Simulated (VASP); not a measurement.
Band structure of CeHg$_{2}$ (space group P6/mmm). All values below come from PBEsol GGA, VASP's PBE PAW potentials (set 64) (plane waves; VASP).

The run has a spin-polarised start. Unless said otherwise, spin-orbit coupling is left out, though it shifts the bands of the heavy elements here.

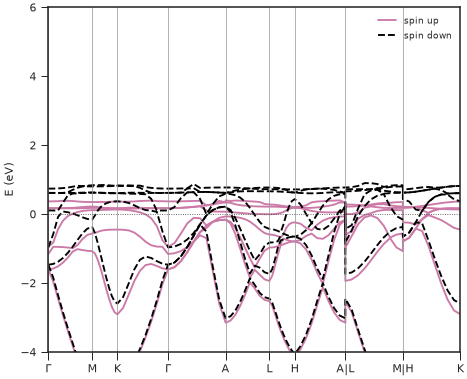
Figure. Bands along high-symmetry lines, zero at the valence-band maximum or, without a gap, the Fermi level

Task: Read the plot: is there a gap, and where are the band edges?

Result: It has no gap at this level: it comes out as a metal or semimetal. (Edges off the drawn lines would not show.)

The structure comes from a computed database's CeHg2 entry (P6/mmm); how it stands against other phases isn't given here. It was relaxed first, which changed the volume by -6 %.
